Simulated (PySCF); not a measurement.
C5H13N (SMILES CCCNCC)

```yaml
atoms:
  - { symbol: C, position_ang: [-2.3247, 0.9952, -0.4409] }
  - { symbol: C, position_ang: [-1.9994, -0.4804, -0.2501] }
  - { symbol: C, position_ang: [-0.5679, -0.7975, -0.6758] }
  - { symbol: N, position_ang: [0.3791, -0.0659, 0.1415] }
  - { symbol: C, position_ang: [1.7641, -0.3136, -0.2036] }
  - { symbol: C, position_ang: [2.6847, 0.4725, 0.7191] }
  - { symbol: H, position_ang: [-3.3162, 1.2230, -0.0568] }
  - { symbol: H, position_ang: [-2.2936, 1.2557, -1.4961] }
  - { symbol: H, position_ang: [-1.5921, 1.6024, 0.0829] }
  - { symbol: H, position_ang: [-2.1254, -0.7489, 0.8017] }
  - { symbol: H, position_ang: [-2.6880, -1.0933, -0.8354] }
  - { symbol: H, position_ang: [-0.4167, -0.4834, -1.7138] }
  - { symbol: H, position_ang: [-0.4025, -1.8915, -0.6310] }
  - { symbol: H, position_ang: [0.2282, -0.2975, 1.1203] }
  - { symbol: H, position_ang: [1.9082, 0.0174, -1.2373] }
  - { symbol: H, position_ang: [2.0224, -1.3889, -0.1602] }
  - { symbol: H, position_ang: [3.7215, 0.3387, 0.4224] }
  - { symbol: H, position_ang: [2.5724, 0.1361, 1.7479] }
  - { symbol: H, position_ang: [2.4361, 1.5293, 0.6729] }
```

Geometry: GFN2-xTB.

Method: PBE0/pcSseg-1, SCF density, gas phase, non-relativistic (PySCF).

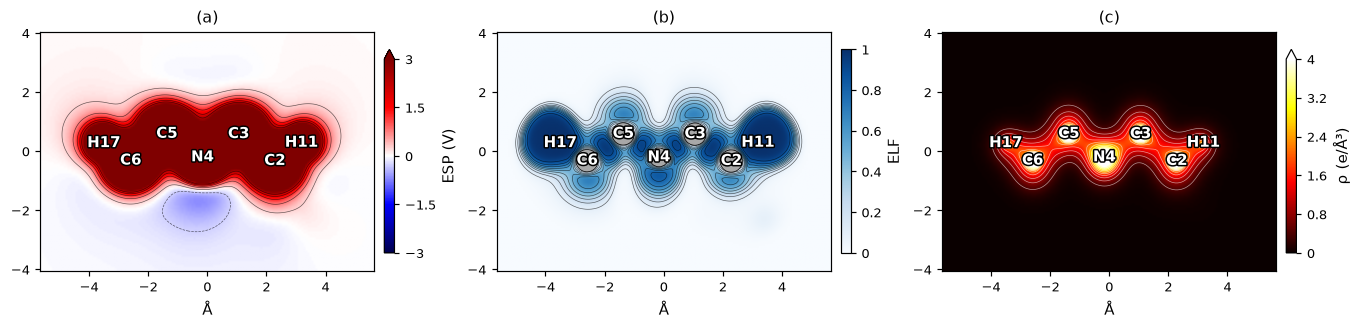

Figure 1. (a) electrostatic potential; (b) ELF; (c) total electron density on the plane of atoms C3, N4 and C5. Grey discs cover the atomic cores in the ELF map.

Read the bonding off the picture.

Answer.
- The plane passes through C, N and H nuclei.
- C–N (1.45 Å): ρ is about 1.9 e/Å³ halfway; the ELF peaks at about 0.95 between the atoms: localised, covalent bonding.
- C–C (1.52 Å): ρ at the midpoint is about 1.7 e/Å³; the ELF peaks at about 0.95 between the atoms: localised, covalent bonding.
- C–H (1.09 Å): ρ is about 2 e/Å³ halfway; the ELF climbs to about 1 towards the hydrogen, as it does in any bond to H (a covalent bond by its length).
- Outside the dense part of the molecule the potential is most negative (−0.7 V) near H14, which lies off the plane.

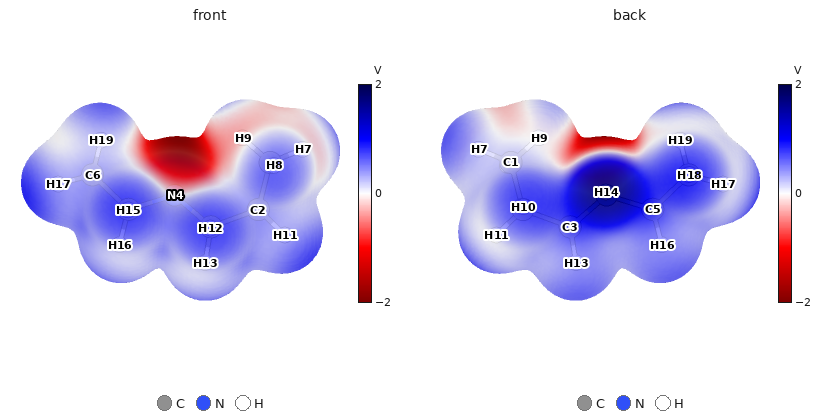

Figure 2. The molecular electrostatic potential painted on the density surface at 0.004 e/bohr³, seen from the front and from behind; red is negative and blue positive.

Which sites attract a positive test charge, and which a negative one?

Answer. A positive charge is drawn to the negative regions and a negative charge to the positive ones. The most negative region (about −1.9 V) lies over N4, the most positive (about +1.7 V) over H14. N4 is the likeliest acceptor of a hydrogen bond.

How polar is the molecule by this calculation?

Answer. Its dipole moment is 0.95 D.

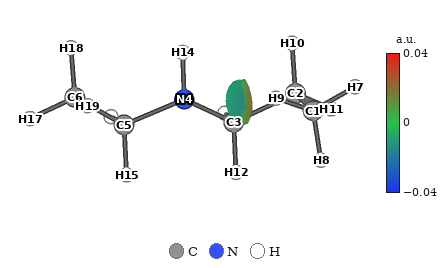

Figure 3. Non-covalent interaction (NCI) plot: the surface where the reduced density gradient is 0.6, for densities under 0.05 a.u., coloured by sign(λ₂)ρ; seen from one side.

What holds or crowds the atoms apart from the covalent bonds?

Answer. Between H9 and C1 on one side and N4 and C3 on the other: a weak contact, attractive (blue-green) on one side and crowded (olive to red) on the other.
